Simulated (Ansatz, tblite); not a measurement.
# C2H7In: chosen isomers compared

Aim: relax some chosen isomers of C2H7In, and see how the levels of theory order them.

Program: Ansatz 0.2.0, Gaussian basis. Level of theory: relaxed with r2SCAN-D4/def2-SVP, singlet. These are calculated values, not measurements.

2 further runs of the same task are left out: 2 set aside as unsound or not needed.

### Step 1. The system as given

10 atoms, charge 0, spin multiplicity 1.

Atoms are counted from 1 here; the program's logs count them from 0.

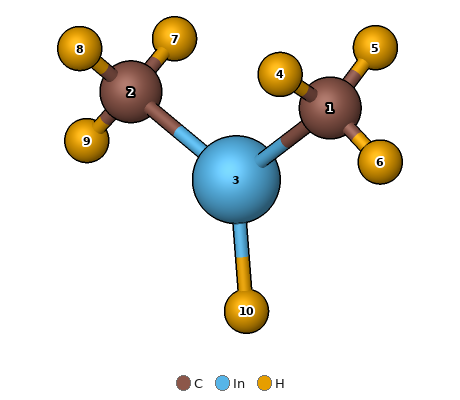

The starting geometry (carbon brown, indium blue, hydrogen amber); atoms are numbered from 1 in the order of the file.

In takes a core potential in the def2 sets. No spin-orbit coupling is included.

The isomers as started, chosen beforehand: A: InMe2H; B: InH2Et. The structure above is A.

### Step 2. Relaxing candidate A

in.yaml reads:

```yaml
crystal:
  periodic: [false, false, false]
  atoms:
    - {symbol: C, position_ang: [1.827360, -0.751870, -0.001130]}
    - {symbol: C, position_ang: [-1.552800, 1.223260, 0.002850]}
    - {symbol: In, position_ang: [-0.402190, -0.685650, -0.001670]}
    - {symbol: H, position_ang: [2.194600, -0.286400, 0.913930]}
    - {symbol: H, position_ang: [2.196810, -0.176180, -0.850200]}
    - {symbol: H, position_ang: [2.211200, -1.768700, -0.063090]}
    - {symbol: H, position_ang: [-1.351290, 1.762880, -0.922330]}
    - {symbol: H, position_ang: [-1.212620, 1.834390, 0.839180]}
    - {symbol: H, position_ang: [-2.624680, 1.055030, 0.093490]}
    - {symbol: H, position_ang: [-1.286390, -2.206770, -0.011030]}
basis:
  gaussian: {orbitals: def2-SVP}
hamiltonian: {xc: r2scan, dispersion: d4}
scf: {omitted_lower_state_checks: [starts]}
output: {orbitals: {seedname: orbitals}}
relax: {f_tol: 0.02, max_steps: 100}
```

The run is started by

```bash
$ ansatz run in.yaml --threads 2 --pin off --events-out ev --progress --plain --max-ram 4352MiB
```

What it wrote, shortened:

```text
Functional definition: r2SCAN
  name "r2SCAN"
  cite "Furness, Kaplan, Ning, Perdew & Sun, J. Phys. Chem. Lett. 11, 8208 (2020) doi:10.1021/acs.jpclett.0c02405"
  cite "Furness, Kaplan, Ning, Perdew & Sun, J. Phys. Chem. Lett. 11, 9248 (2020) doi:10.1021/acs.jpclett.0c03077"
  parent r2scan
[...]
1038 factors; their error is unknown
[...]
mean field -7359.95298737 eV, -270.4732835305 hartree, gradient 4.6e-5 eV, S^2 0.000000; 0 other end points of the search recorded, 0 dependent functions left out
[...]
reference -7359.95300153 eV, -270.4732840510 hartree; 20, 20 occupied and 69, 69 virtual orbitals, 1038 factors
relax step   1: F+E_penalty+E_count = -7359.98765871 eV  Δ(F+E_penalty+E_count) = +0.000e0 eV  max|allowed force component| = 9.060e-1 eV/Å  Δτ_max = 0.0000 Å  (24 SCF iters, accepted)
[...]
relax step   5: F+E_penalty+E_count = -7360.04078987 eV  Δ(F+E_penalty+E_count) = -1.132e-3 eV  max|allowed force component| = 3.622e-2 eV/Å  Δτ_max = 0.0326 Å  (27 SCF iters, accepted)
[...]
relax step   6: F+E_penalty+E_count = -7360.04113504 eV  Δ(F+E_penalty+E_count) = -3.452e-4 eV  max|allowed force component| = 1.978e-2 eV/Å  Δτ_max = 0.0222 Å  (27 SCF iters, accepted)
[...]
1038 factors; their error is unknown
mean field -7360.00574528 eV, -270.4752223481 hartree, gradient 1.8e-5 eV, S^2 0.000000; 0 other end points of the search recorded, 0 dependent functions left out
[...]
reference -7360.00575945 eV, -270.4752228687 hartree; 20, 20 occupied and 69, 69 virtual orbitals, 1038 factors
Total energy: -7360.04114920 eV, -270.4765234181 hartree
Atom 0 at     1.751147    -0.712050     0.000509 Å, force     0.019782    -0.010631    -0.006856 eV/Å
Atom 1 at    -1.480616     1.174873     0.004293 Å, force    -0.018251     0.012185     0.011333 eV/Å
Atom 2 at    -0.424091    -0.726627    -0.003645 Å, force     0.003605     0.006009    -0.000630 eV/Å
Atom 3 at     2.117581    -0.251244     0.932567 Å, force    -0.005349    -0.001270     0.001724 eV/Å
Atom 4 at     2.127796    -0.100095    -0.835164 Å, force    -0.008341    -0.001753     0.003232 eV/Å
Atom 5 at     2.174803    -1.723785    -0.081059 Å, force    -0.006615     0.011329     0.002327 eV/Å
Atom 6 at    -1.287569     1.708685    -0.940861 Å, force     0.001053    -0.005009    -0.002722 eV/Å
Atom 7 at    -1.109187     1.814290     0.821427 Å, force     0.002248    -0.009169    -0.005009 eV/Å
Atom 8 at    -2.567114     1.046792     0.117993 Å, force     0.013079     0.000105    -0.003394 eV/Å
Atom 9 at    -1.302750    -2.230849    -0.016060 Å, force    -0.001211    -0.001797    -0.000006 eV/Å
Dipole moment:     0.065500     0.112260     0.000430 e Å
Checks for a lower state left out: starts
```

It took 19 s on 2 threads of Arm Neoverse V1, shared host.

Relaxation path:

```tsv
step	energy from step 1 (eV)	largest force component (eV/Å)
1	0.0000	0.9060
2	-0.0223	0.2893
3	-0.0490	0.1670
4	-0.0520	0.0211
5	-0.0531	0.0362
6	-0.0535	0.0198
```

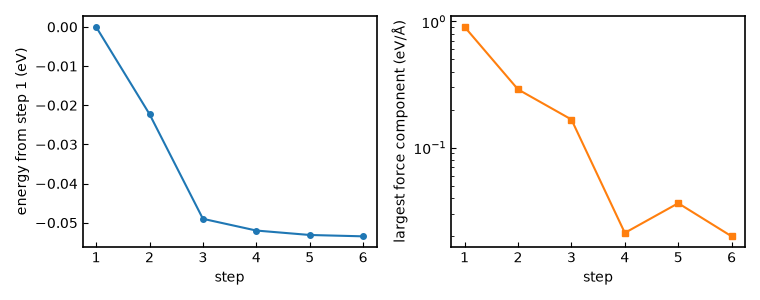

Energy and force, step by step.

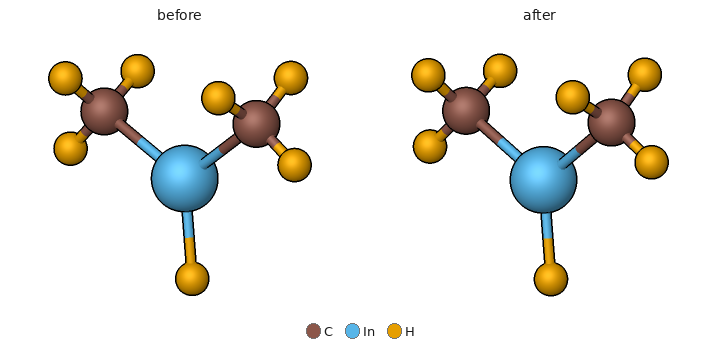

Before and after, at one scale.

Close pairs (by a distance rule), those that changed most:

```tsv
bond	before (Å)	after (Å)	change (Å)
C1–In3	2.231	2.175	-0.055
C2–In3	2.229	2.175	-0.054
In3–H10	1.759	1.742	-0.017
C2–H7	1.090	1.103	+0.013
C1–H4	1.090	1.102	+0.012
C2–H8	1.090	1.102	+0.012
C1–H5	1.090	1.102	+0.012
C1–H6	1.089	1.100	+0.011
```

### Step 3. Relaxing candidate B

in.yaml reads:

```yaml
crystal:
  periodic: [false, false, false]
  atoms:
    - {symbol: C, position_ang: [-0.310130, -0.442160, 0.566570]}
    - {symbol: C, position_ang: [-0.485960, -0.981860, -0.851380]}
    - {symbol: In, position_ang: [0.812150, 1.501060, 0.578580]}
    - {symbol: H, position_ang: [2.557080, 1.639060, 0.599560]}
    - {symbol: H, position_ang: [0.065540, 3.083810, 0.525900]}
    - {symbol: H, position_ang: [-1.286090, -0.275540, 1.032160]}
    - {symbol: H, position_ang: [0.241770, -1.162440, 1.177770]}
    - {symbol: H, position_ang: [-1.028310, -1.929560, -0.835430]}
    - {symbol: H, position_ang: [-1.048860, -0.278880, -1.468780]}
    - {symbol: H, position_ang: [0.482820, -1.153480, -1.324970]}
basis:
  gaussian: {orbitals: def2-SVP}
hamiltonian: {xc: r2scan, dispersion: d4}
scf: {omitted_lower_state_checks: [starts]}
output: {orbitals: {seedname: orbitals}}
relax: {f_tol: 0.02, max_steps: 100}
```

Same command.

What it wrote:

```text
Functional definition: r2SCAN
  name "r2SCAN"
  cite "Furness, Kaplan, Ning, Perdew & Sun, J. Phys. Chem. Lett. 11, 8208 (2020) doi:10.1021/acs.jpclett.0c02405"
  cite "Furness, Kaplan, Ning, Perdew & Sun, J. Phys. Chem. Lett. 11, 9248 (2020) doi:10.1021/acs.jpclett.0c03077"
  parent r2scan
  parameter k0 = 0.174
  parameter k1 = 0.065
  parameter a1 = 4.9479
  exchange = r2scan_x(k0 = k0, k1 = k1, a1 = a1)
  correlation = r2scan_c
these checks for a lower state are left out or cut short: starts
1038 factors; their error is unknown
mean field evaluation 1: about -7350.6470 eV, gradient 5.8e1 eV
mean field evaluation 2: about -7312.3622 eV, gradient 1.2e2 eV
mean field evaluation 4: about -7359.5476 eV, gradient 5.7e0 eV
mean field evaluation 8: about -7359.6708 eV, gradient 3.0e-1 eV
mean field evaluation 16: about -7359.6401 eV, gradient 7.6e-5 eV
mean field -7359.64012828 eV, -270.4617861709 hartree, gradient 1.2e-5 eV, S^2 0.000000; 0 other end points of the search recorded, 0 dependent functions left out
the calculation of the forces begins
reference -7359.64014342 eV, -270.4617867273 hartree; 20, 20 occupied and 69, 69 virtual orbitals, 1038 factors
relax step   1: F+E_penalty+E_count = -7359.67793551 eV  Δ(F+E_penalty+E_count) = +0.000e0 eV  max|allowed force component| = 6.047e-1 eV/Å  Δτ_max = 0.0000 Å  (26 SCF iters, accepted)
these checks for a lower state are left out or cut short: starts, cluster_reference, orbital_swaps, neighbouring_geometries, increment
1038 factors; their error is unknown
mean field -7359.67948239 eV, -270.4632324081 hartree, gradient 1.6e-5 eV, S^2 0.000000; 0 other end points of the search recorded, 0 dependent functions left out
the calculation of the forces begins
reference -7359.67949741 eV, -270.4632329600 hartree; 20, 20 occupied and 69, 69 virtual orbitals, 1038 factors
relax step   2: F+E_penalty+E_count = -7359.71776085 eV  Δ(F+E_penalty+E_count) = -3.983e-2 eV  max|allowed force component| = 2.273e-1 eV/Å  Δτ_max = 0.1949 Å  (28 SCF iters, accepted)
these checks for a lower state are left out or cut short: starts, cluster_reference, orbital_swaps, neighbouring_geometries, increment
1038 factors; their error is unknown
mean field evaluation 32: about -7359.6969 eV, gradient 1.3e-5 eV
mean field -7359.69690996 eV, -270.4638728593 hartree, gradient 1.3e-5 eV, S^2 0.000000; 0 other end points of the search recorded, 0 dependent functions left out
the calculation of the forces begins
reference -7359.69692504 eV, -270.4638734134 hartree; 20, 20 occupied and 69, 69 virtual orbitals, 1038 factors
relax step   3: F+E_penalty+E_count = -7359.73512600 eV  Δ(F+E_penalty+E_count) = -1.737e-2 eV  max|allowed force component| = 1.030e-1 eV/Å  Δτ_max = 0.0616 Å  (28 SCF iters, accepted)
[... from here on, the SCF cycles and remarks between the steps are left out ...]
relax step   4: F+E_penalty+E_count = -7359.73553742 eV  Δ(F+E_penalty+E_count) = -4.114e-4 eV  max|allowed force component| = 3.992e-2 eV/Å  Δτ_max = 0.0080 Å  (22 SCF iters, accepted)
relax step   5: F+E_penalty+E_count = -7359.73563848 eV  Δ(F+E_penalty+E_count) = -1.011e-4 eV  max|allowed force component| = 8.038e-3 eV/Å  Δτ_max = 0.0166 Å  (29 SCF iters, accepted)
relax step   6: F+E_penalty+E_count = -7359.73571428 eV  Δ(F+E_penalty+E_count) = -7.580e-5 eV  max|allowed force component| = 2.251e-2 eV/Å  Δτ_max = 0.0232 Å  (28 SCF iters, accepted)
relax step   7: F+E_penalty+E_count = -7359.73583519 eV  Δ(F+E_penalty+E_count) = -1.209e-4 eV  max|allowed force component| = 6.176e-2 eV/Å  Δτ_max = 0.0478 Å  (28 SCF iters, accepted)
relax step   8: F+E_penalty+E_count = -7359.73599388 eV  Δ(F+E_penalty+E_count) = -1.587e-4 eV  max|allowed force component| = 8.638e-2 eV/Å  Δτ_max = 0.0588 Å  (28 SCF iters, accepted)
relax step   9: F+E_penalty+E_count = -7359.73631020 eV  Δ(F+E_penalty+E_count) = -3.163e-4 eV  max|allowed force component| = 7.585e-2 eV/Å  Δτ_max = 0.0426 Å  (28 SCF iters, accepted)
relax step  10: F+E_penalty+E_count = -7359.73449745 eV  Δ(F+E_penalty+E_count) = +1.813e-3 eV  max|allowed force component| = 2.096e-1 eV/Å  Δτ_max = 0.1756 Å  (27 SCF iters, rejected (line search))
relax step  11: F+E_penalty+E_count = -7359.73743308 eV  Δ(F+E_penalty+E_count) = -1.123e-3 eV  max|allowed force component| = 7.388e-2 eV/Å  Δτ_max = 0.0858 Å  (28 SCF iters, accepted)
relax step  12: F+E_penalty+E_count = -7359.73838434 eV  Δ(F+E_penalty+E_count) = -9.513e-4 eV  max|allowed force component| = 7.844e-2 eV/Å  Δτ_max = 0.0952 Å  (28 SCF iters, accepted)
relax step  13: F+E_penalty+E_count = -7359.73946868 eV  Δ(F+E_penalty+E_count) = -1.084e-3 eV  max|allowed force component| = 1.304e-1 eV/Å  Δτ_max = 0.1210 Å  (27 SCF iters, accepted)
relax step  14: F+E_penalty+E_count = -7359.74114475 eV  Δ(F+E_penalty+E_count) = -1.676e-3 eV  max|allowed force component| = 1.427e-1 eV/Å  Δτ_max = 0.0618 Å  (28 SCF iters, accepted)
relax step  15: F+E_penalty+E_count = -7359.74326442 eV  Δ(F+E_penalty+E_count) = -2.120e-3 eV  max|allowed force component| = 8.898e-2 eV/Å  Δτ_max = 0.0329 Å  (29 SCF iters, accepted)
relax step  16: F+E_penalty+E_count = -7359.74778485 eV  Δ(F+E_penalty+E_count) = -4.520e-3 eV  max|allowed force component| = 1.392e-1 eV/Å  Δτ_max = 0.1962 Å  (27 SCF iters, accepted)
relax step  17: F+E_penalty+E_count = -7359.75091931 eV  Δ(F+E_penalty+E_count) = -3.134e-3 eV  max|allowed force component| = 1.682e-1 eV/Å  Δτ_max = 0.1623 Å  (27 SCF iters, accepted)
relax step  18: F+E_penalty+E_count = -7359.75519207 eV  Δ(F+E_penalty+E_count) = -4.273e-3 eV  max|allowed force component| = 1.054e-1 eV/Å  Δτ_max = 0.0723 Å  (28 SCF iters, accepted)
relax step  19: F+E_penalty+E_count = -7359.75958102 eV  Δ(F+E_penalty+E_count) = -4.389e-3 eV  max|allowed force component| = 1.129e-1 eV/Å  Δτ_max = 0.1457 Å  (27 SCF iters, accepted)
relax step  20: F+E_penalty+E_count = -7359.76045632 eV  Δ(F+E_penalty+E_count) = -8.753e-4 eV  max|allowed force component| = 1.574e-1 eV/Å  Δτ_max = 0.1951 Å  (27 SCF iters, accepted)
relax step  21: F+E_penalty+E_count = -7359.76150470 eV  Δ(F+E_penalty+E_count) = -1.048e-3 eV  max|allowed force component| = 1.553e-1 eV/Å  Δτ_max = 0.0660 Å  (28 SCF iters, accepted)
relax step  22: F+E_penalty+E_count = -7359.76460789 eV  Δ(F+E_penalty+E_count) = -3.103e-3 eV  max|allowed force component| = 4.210e-2 eV/Å  Δτ_max = 0.0259 Å  (29 SCF iters, accepted)
relax step  23: F+E_penalty+E_count = -7359.76562222 eV  Δ(F+E_penalty+E_count) = -1.014e-3 eV  max|allowed force component| = 1.851e-2 eV/Å  Δτ_max = 0.0498 Å  (28 SCF iters, accepted)
relax step  24: F+E_penalty+E_count = -7359.76660181 eV  Δ(F+E_penalty+E_count) = -9.796e-4 eV  max|allowed force component| = 5.245e-2 eV/Å  Δτ_max = 0.1110 Å  (27 SCF iters, accepted)
relax step  25: F+E_penalty+E_count = -7359.76696080 eV  Δ(F+E_penalty+E_count) = -3.590e-4 eV  max|allowed force component| = 4.959e-2 eV/Å  Δτ_max = 0.0606 Å  (27 SCF iters, accepted)
relax step  26: F+E_penalty+E_count = -7359.76731351 eV  Δ(F+E_penalty+E_count) = -3.527e-4 eV  max|allowed force component| = 3.677e-2 eV/Å  Δτ_max = 0.0360 Å  (28 SCF iters, accepted)
relax step  27: F+E_penalty+E_count = -7359.76754785 eV  Δ(F+E_penalty+E_count) = -2.343e-4 eV  max|allowed force component| = 2.396e-2 eV/Å  Δτ_max = 0.0476 Å  (28 SCF iters, accepted)
these checks for a lower state are left out or cut short: starts, cluster_reference, orbital_swaps, neighbouring_geometries, increment
1038 factors; their error is unknown
mean field -7359.72940375 eV, -270.4650669842 hartree, gradient 1.4e-5 eV, S^2 0.000000; 0 other end points of the search recorded, 0 dependent functions left out
the calculation of the forces begins
reference -7359.72941876 eV, -270.4650675358 hartree; 20, 20 occupied and 69, 69 virtual orbitals, 1038 factors
relax step  28: F+E_penalty+E_count = -7359.76761394 eV  Δ(F+E_penalty+E_count) = -6.609e-5 eV  max|allowed force component| = 1.241e-2 eV/Å  Δτ_max = 0.0347 Å  (28 SCF iters, accepted)
these checks for a lower state are left out or cut short: starts
1038 factors; their error is unknown
mean field -7359.72940375 eV, -270.4650669842 hartree, gradient 1.9e-5 eV, S^2 0.000000; 0 other end points of the search recorded, 0 dependent functions left out
the calculation of the forces begins
reference -7359.72941876 eV, -270.4650675358 hartree; 20, 20 occupied and 69, 69 virtual orbitals, 1038 factors
Total energy: -7359.76762895 eV, -270.4664717343 hartree
Atom 0 at    -0.492723    -0.233868     0.447839 Å, force    -0.006083    -0.007543    -0.002614 eV/Å
Atom 1 at    -0.270111    -1.120325    -0.775229 Å, force     0.004430     0.000769    -0.012414 eV/Å
Atom 2 at     0.747652     1.559949     0.556051 Å, force     0.008740    -0.002191     0.009865 eV/Å
Atom 3 at     1.906195     1.899455    -0.696886 Å, force    -0.000823    -0.003228    -0.009426 eV/Å
Atom 4 at     0.598012     2.660714     1.893318 Å, force    -0.006735     0.002813     0.005301 eV/Å
Atom 5 at    -1.542529     0.107153     0.508871 Å, force     0.005083    -0.000826     0.002699 eV/Å
Atom 6 at    -0.317271    -0.793725     1.385007 Å, force    -0.000411     0.010032    -0.006187 eV/Å
Atom 7 at    -0.928796    -2.007517    -0.767747 Å, force     0.002638     0.002136     0.001451 eV/Å
Atom 8 at    -0.467448    -0.581690    -1.717026 Å, force     0.002126    -0.005108     0.009731 eV/Å
Atom 9 at     0.767031    -1.490136    -0.834218 Å, force    -0.008965     0.003146     0.001593 eV/Å
Dipole moment:    -0.097436    -0.127593     0.001316 e Å
Checks for a lower state left out: starts
```

Run time: 79 s. Hardware: 2 threads of Arm Neoverse V1, shared host.

Step by step: (the energy doesn't fall at every step)

```tsv
step	energy from step 1 (eV)	largest force component (eV/Å)
1	0.0000	0.6047
2	-0.0398	0.2273
3	-0.0572	0.1030
4	-0.0576	0.0399
5	-0.0577	0.0080
6	-0.0578	0.0225
7	-0.0579	0.0618
8	-0.0581	0.0864
9	-0.0584	0.0758
10	-0.0566	0.2096
11	-0.0595	0.0739
12	-0.0604	0.0784
13	-0.0615	0.1304
14	-0.0632	0.1427
15	-0.0653	0.0890
16	-0.0698	0.1392
17	-0.0730	0.1682
18	-0.0773	0.1054
19	-0.0816	0.1129
20	-0.0825	0.1574
21	-0.0836	0.1553
22	-0.0867	0.0421
23	-0.0877	0.0185
24	-0.0887	0.0524
25	-0.0890	0.0496
26	-0.0894	0.0368
27	-0.0896	0.0240
28	-0.0897	0.0124
```

The force was under the threshold of 0.02 eV/Å already at step 5, but the program went on to step 28.

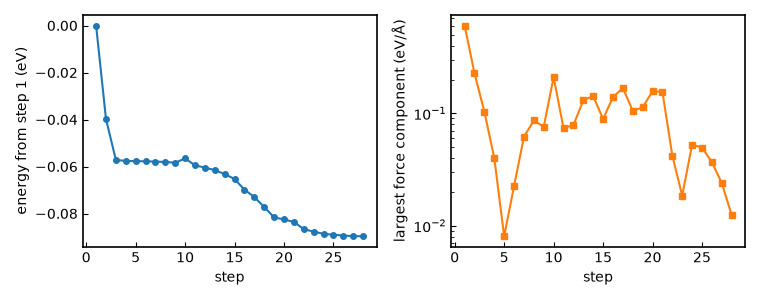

Energy and force, step by step.

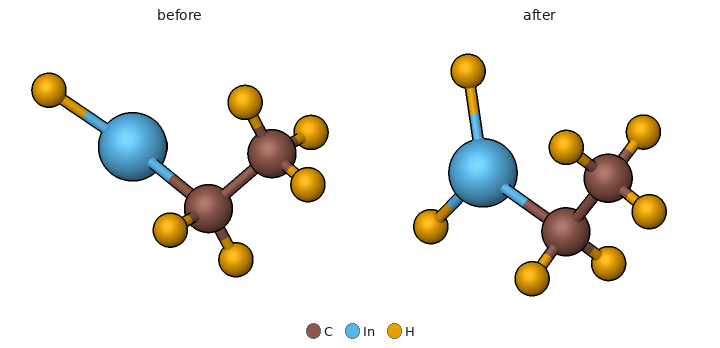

The geometry before (left) and after (right).

Distances of close pairs at the start and the end, largest changes first:

```tsv
bond	before (Å)	after (Å)	change (Å)
C1–In3	2.244	2.184	-0.060
C2–H8	1.092	1.105	+0.013
In3–H5	1.751	1.738	-0.012
C1–H7	1.094	1.106	+0.012
C1–H6	1.094	1.105	+0.011
C2–H9	1.092	1.103	+0.011
C2–H10	1.092	1.103	+0.011
In3–H4	1.751	1.740	-0.011
```

### Step 4. The relaxed candidates

```tsv
candidate	point group	bonds (count, mean Å)	energy above the lowest (kJ/mol)
A	C2	C–In 2, 2.18; C–H 6, 1.10; H–In 1, 1.74	0.0
B	Cs	C–C 1, 1.53; C–In 1, 2.18; C–H 5, 1.10; H–In 2, 1.74	26.4
```

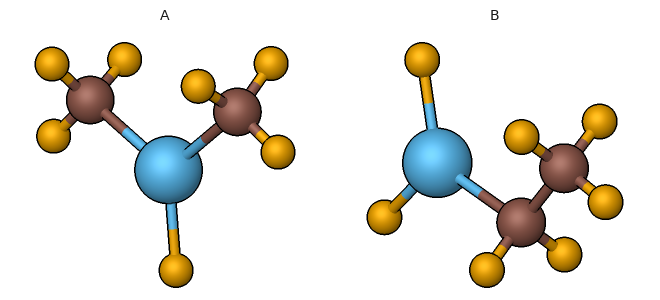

The candidates after relaxation.

### Step 5. Candidate B, first pass, PBE0-D4/def2-SVP

start.molden holds the orbitals of an earlier run on this state, given as this run's starting guess.

in.yaml reads:

```yaml
crystal:
  periodic: [false, false, false]
  atoms:
    - {symbol: C, position_ang: [-0.492723, -0.233868, 0.447839]}
    - {symbol: C, position_ang: [-0.270111, -1.120325, -0.775229]}
    - {symbol: In, position_ang: [0.747652, 1.559949, 0.556051]}
    - {symbol: H, position_ang: [1.906195, 1.899455, -0.696886]}
    - {symbol: H, position_ang: [0.598012, 2.660714, 1.893318]}
    - {symbol: H, position_ang: [-1.542529, 0.107153, 0.508871]}
    - {symbol: H, position_ang: [-0.317271, -0.793725, 1.385007]}
    - {symbol: H, position_ang: [-0.928796, -2.007517, -0.767747]}
    - {symbol: H, position_ang: [-0.467448, -0.581690, -1.717026]}
    - {symbol: H, position_ang: [0.767031, -1.490136, -0.834218]}
basis:
  gaussian: {orbitals: def2-SVP, initial_orbitals: start.molden}
hamiltonian: {xc: pbe0, dispersion: d4}
output: {orbitals: {seedname: orbitals}}
```

Same command.

What it wrote:

```text
Functional definition: PBE0
  name "PBE0"
  cite "Adamo & Barone, J. Chem. Phys. 110, 6158 (1999) doi:10.1063/1.478522"
  cite "Perdew, Burke & Ernzerhof, Phys. Rev. Lett. 77, 3865 (1996) doi:10.1103/PhysRevLett.77.3865"
  parent pbe
  parameter a = 0.25
  parameter kappa = 0.804
  parameter beta = 0.06672455060314922
  exchange = (1 - a)*pbe_x(kappa = kappa, mu = beta*pi^2/3) + a*exact_x
  correlation = pbe_c(beta = beta)
1089 factors; their error is unknown
mean field evaluation 1: about -7356.4581 eV, gradient 3.1e0 eV
mean field evaluation 2: about -7356.4850 eV, gradient 2.5e-2 eV
mean field evaluation 4: about -7356.5904 eV, gradient 1.4e-4 eV
mean field evaluation 8: about -7349.9140 eV, gradient 5.0e1 eV
mean field evaluation 16: about -7356.5904 eV, gradient 1.3e-2 eV
mean field -7356.59035757 eV, -270.3497091646 hartree, gradient 1.5e-5 eV, S^2 0.000000; 1 other end points of the search recorded, 0 dependent functions left out
reference -7356.59039322 eV, -270.3497104746 hartree; 20, 20 occupied and 69, 69 virtual orbitals, 1089 factors
Total energy: -7356.72492070 eV, -270.3546542686 hartree
```

It took 1.9 s on 2 threads of Arm Neoverse V1, shared host.

Report: HOMO -7.06 eV, LUMO -1.51 eV.

### Step 6. Candidate B, GFN1-xTB

Tight binding, by tblite at 300 K electronic temperature and without a spin-polarisation term:

```python
tblite.interface.Calculator('GFN1-xTB', numbers, positions, charge=0, uhf=0).singlepoint()
```

Energy -258.2371 eV, HOMO -10.52 eV, LUMO -4.77 eV; 0.005 s.

### Step 7. Candidate B, GFN2-xTB

Tight binding, by tblite at 300 K electronic temperature and without a spin-polarisation term:

```python
tblite.interface.Calculator('GFN2-xTB', numbers, positions, charge=0, uhf=0).singlepoint()
```

Energy -245.0005 eV, HOMO -10.45 eV, LUMO -6.33 eV; 0.003 s.

### Step 8. Candidate B, PBE0-D4/def2-TZVP

Edit in.yaml of step 5 so:

```diff
@@ -14,4 +14,5 @@
 basis:
-  gaussian: {orbitals: def2-SVP, initial_orbitals: start.molden}
+  gaussian: {orbitals: def2-TZVP, initial_orbitals: start.molden}
 hamiltonian: {xc: pbe0, dispersion: d4}
+scf: {omitted_lower_state_checks: [starts]}
 output: {orbitals: {seedname: orbitals}}
```

Launched as before.

What it wrote:

```text
Functional definition: PBE0
  name "PBE0"
  cite "Adamo & Barone, J. Chem. Phys. 110, 6158 (1999) doi:10.1063/1.478522"
  cite "Perdew, Burke & Ernzerhof, Phys. Rev. Lett. 77, 3865 (1996) doi:10.1103/PhysRevLett.77.3865"
  parent pbe
  parameter a = 0.25
  parameter kappa = 0.804
  parameter beta = 0.06672455060314922
  exchange = (1 - a)*pbe_x(kappa = kappa, mu = beta*pi^2/3) + a*exact_x
  correlation = pbe_c(beta = beta)
these checks for a lower state are left out or cut short: starts
1149 factors; their error is unknown
mean field evaluation 1: about -7357.9711 eV, gradient 6.6e1 eV
mean field evaluation 2: about -7359.1141 eV, gradient 1.3e0 eV
mean field evaluation 4: about -7359.1541 eV, gradient 4.1e-1 eV
mean field evaluation 8: about -7359.1543 eV, gradient 1.3e-5 eV
mean field -7359.15432782 eV, -270.4439333334 hartree, gradient 1.3e-5 eV, S^2 0.000000; 0 other end points of the search recorded, 0 dependent functions left out
reference -7359.15437184 eV, -270.4439349510 hartree; 20, 20 occupied and 134, 134 virtual orbitals, 1149 factors
Total energy: -7359.28889933 eV, -270.4488787450 hartree
Checks for a lower state left out: starts
```

Run time: 2.7 s. Hardware: 2 threads of Arm Neoverse V1, shared host.

HOMO -7.07 eV, LUMO -1.56 eV.

[end of part 1 of 2]
